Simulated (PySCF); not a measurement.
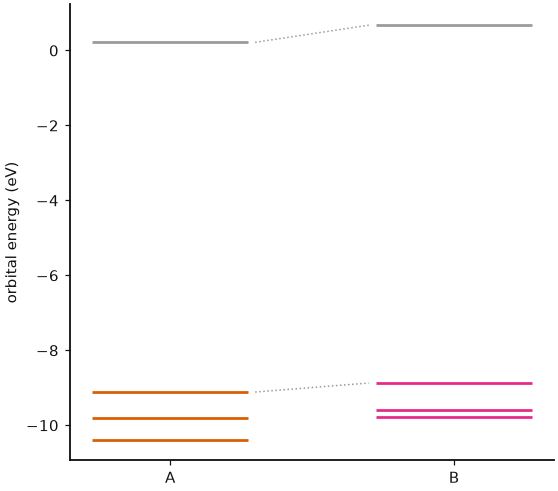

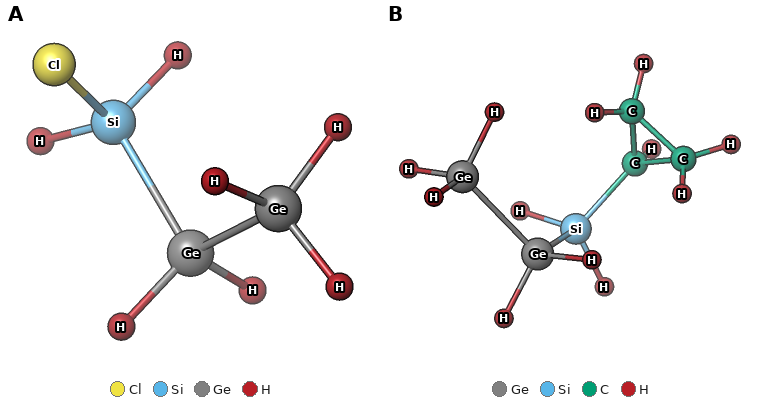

Related molecules: A is Ge₂SiH₇Cl, SMILES Cl[SiH2][GeH2][GeH3], singlet; B is C₃H₁₂Ge₂Si, SMILES [GeH3][GeH2][SiH2]C1CC1, singlet. Frontier orbital energies, CAM-B3LYP/def2-SVPD with PySCF 2.14.0, at a PBE0-D3(BJ)/def2-SVP geometry (no frequency check); drawn are at most three filled levels and, in grey, the LUMO with any level within 0.03 eV of it; dotted lines join the HOMOs and the LUMOs.

### What does the change do to the frontier levels?

From A to B the HOMO rises by 0.24 eV and the LUMO rises by 0.46 eV, so the separation goes from 9.33 to 9.55 eV.

### Does the ΔSCF ionisation energy follow the HOMO?

A: −ε(HOMO) 9.11, ΔSCF 9.80 eV; B: −ε(HOMO) 8.87, ΔSCF 9.50 eV.

Caveats, for all or some of the runs: empty levels above zero depend strongly on the basis; one conformer of a flexible molecule.
